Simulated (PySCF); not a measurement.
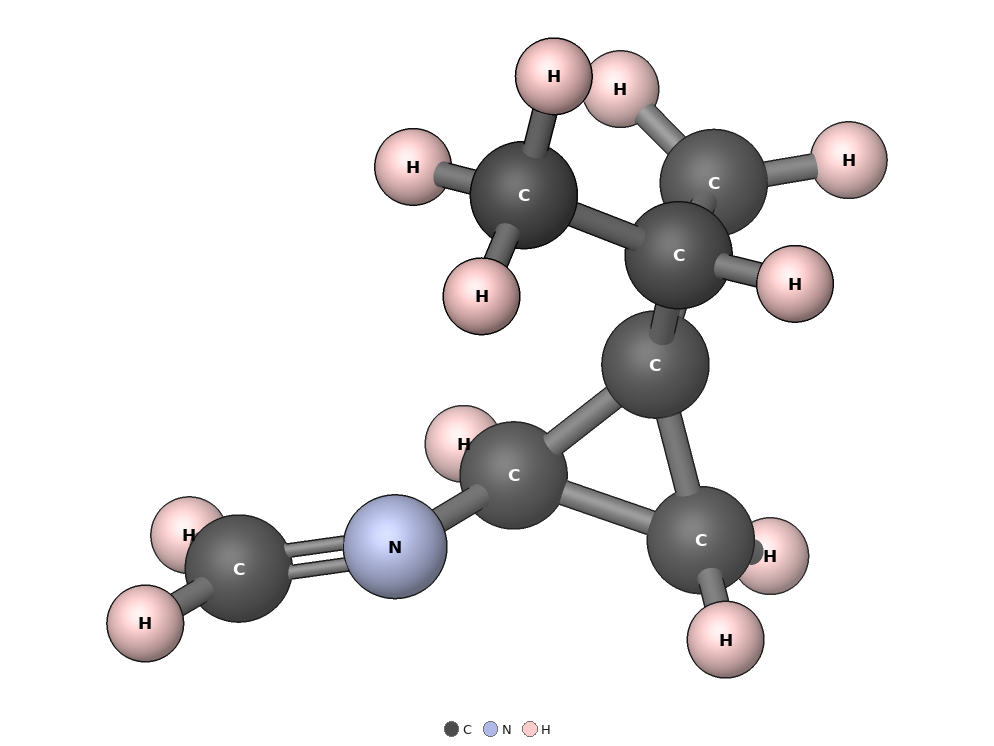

A ball-and-stick model of a molecule.

The geometry was computed by an optimisation with PBE0-D3(BJ)/def2-SVP. No frequency run is at hand to confirm it as a minimum.

Which formula does it have?

C7H11N, 19 atoms: 7 carbon, 11 hydrogen and 1 nitrogen.

What is the point group of this geometry?

C1.

Count the bonded pairs by element.

11 C–H, 7 C–C, 2 C–N.

Describe its rings.

Independent rings (smallest set): 2 of 3 members.

What is its SMILES?

C=N[C@@H]1C[C@@]12C[C@H]2C

The parts below concern this one geometry. Atoms keep their numbers from picture to picture.

**Shape**

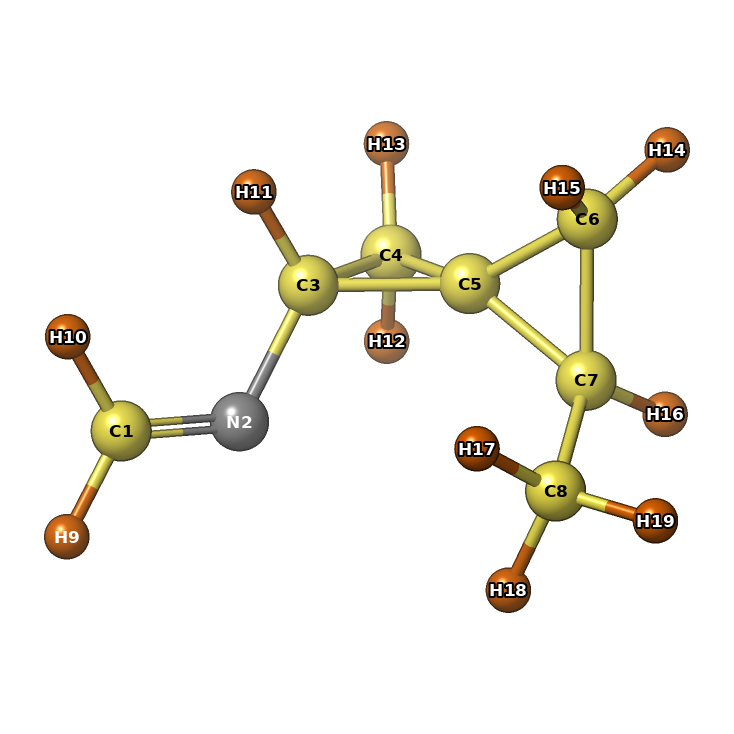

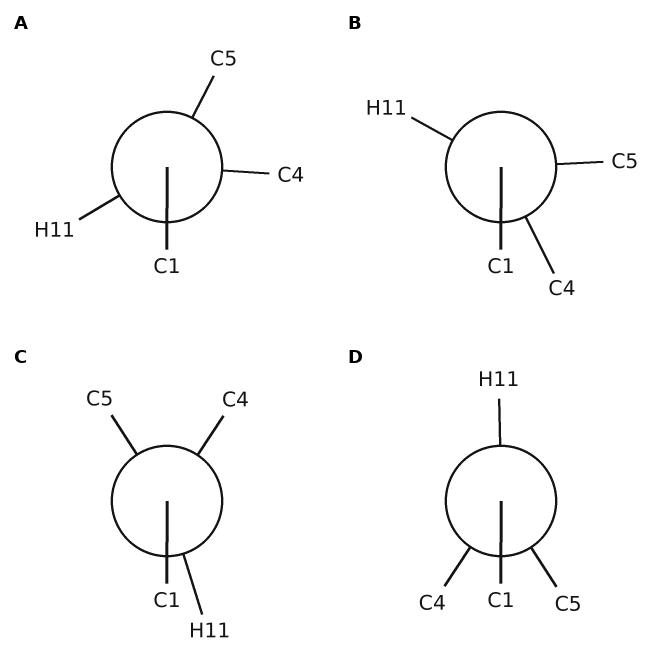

Atoms fade into the background with distance from the viewer. Bonds that would overlap in a projection are set slightly apart. No frequency run is at hand to confirm it as a minimum.

Which Newman projection shows the view along N2–C3, with N2 in front?

C. The torsion angle C1–N2–C3–C4 is −146°, anticlinal.

**Levels of theory compared**

No frequency run is at hand to confirm it as a minimum. Program: PySCF 2.14.0.

At this fixed geometry, give HOMO–LUMO gap (eV), dipole (D) at these levels: CAM-B3LYP/def2-SVPD; CAM-B3LYP/def2-SVPD in methanol (IEF-PCM); CAM-B3LYP/def2-SVPD in water (IEF-PCM); PBE0/pcSseg-1 in methanol (IEF-PCM); PBE0/pcSseg-1 in water (IEF-PCM).

```csv
level,HOMO–LUMO gap (eV),dipole (D)
CAM-B3LYP/def2-SVPD,9.37,1.21
CAM-B3LYP/def2-SVPD in methanol (IEF-PCM),9.37,1.89
CAM-B3LYP/def2-SVPD in water (IEF-PCM),9.37,1.93
PBE0/pcSseg-1 in methanol (IEF-PCM),7.02,1.75
PBE0/pcSseg-1 in water (IEF-PCM),7.02,1.78
```

**Charges**

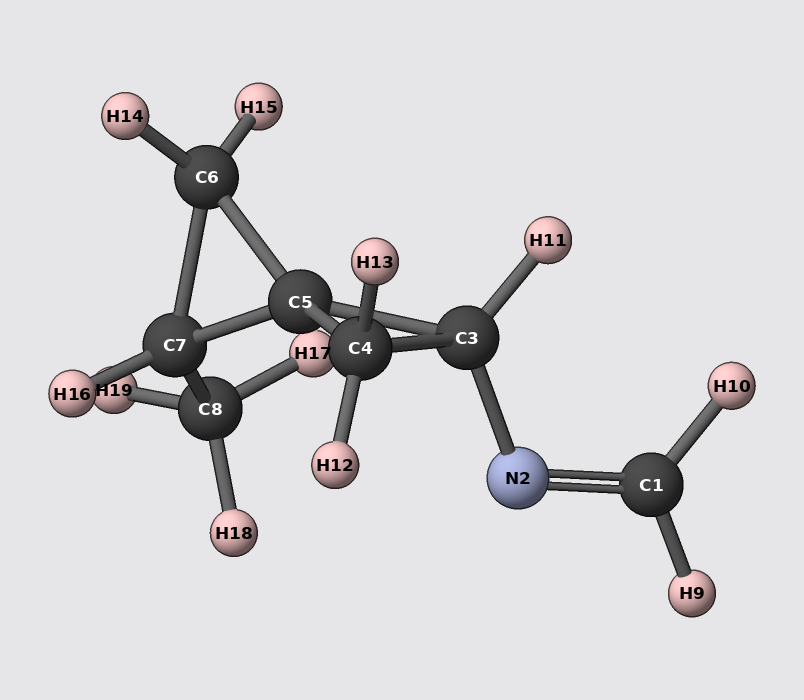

The questions are on ESP-fitted charges. No frequency run is at hand to confirm it as a minimum. Level of theory: PBE0/pcSseg-1 in methanol (IEF-PCM) (PySCF 2.14.0).

Which atom carries the highest charge (most positive or least negative)?

C3 (0.33 e).

And the lowest?

N2 (−0.56 e).

Give the ESP-fitted charges atom by atom.

```tsv
atom	value (e)
C1	0.08
N2	−0.56
C3	0.33
C4	−0.41
C5	0.09
C6	−0.47
C7	0.08
C8	−0.51
H9	0.11
H10	0.08
H11	0.03
H12	0.15
H13	0.15
H14	0.17
H15	0.16
H16	0.09
H17	0.17
H18	0.12
H19	0.15
```

**Polarisability**

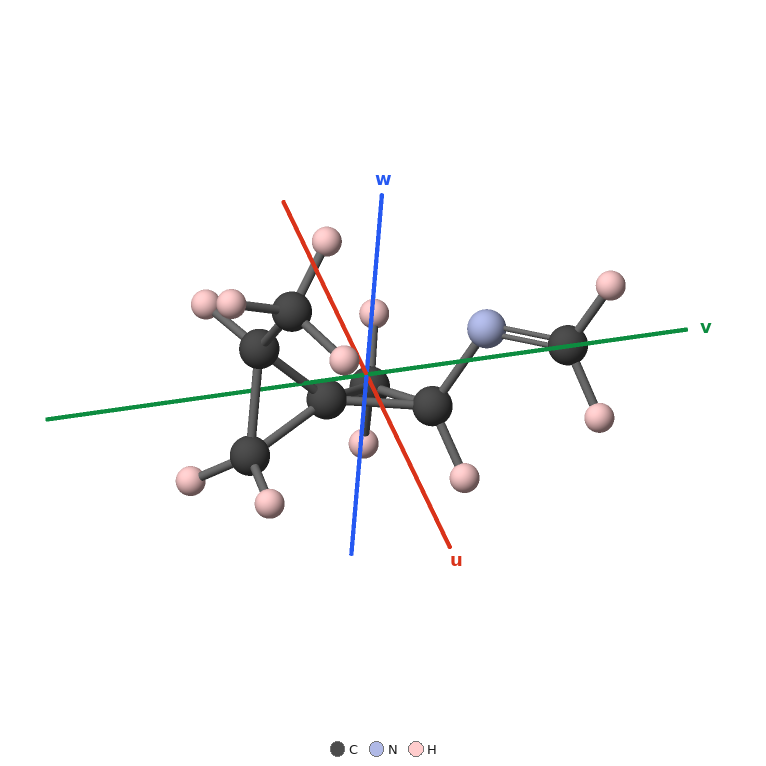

The lines u, v and w are the principal axes of the static dipole polarisability. No frequency run is at hand to confirm it as a minimum. Level of theory: CAM-B3LYP/def2-SVPD in methanol (IEF-PCM) (PySCF 2.14.0).

Along which axis is the molecule most polarisable, and along which least?

Most along v, least along w.

Give the three principal values.

u 114.5, v 143.5, w 108.0 bohr³; mean 122.0, anisotropy 32.7 bohr³.
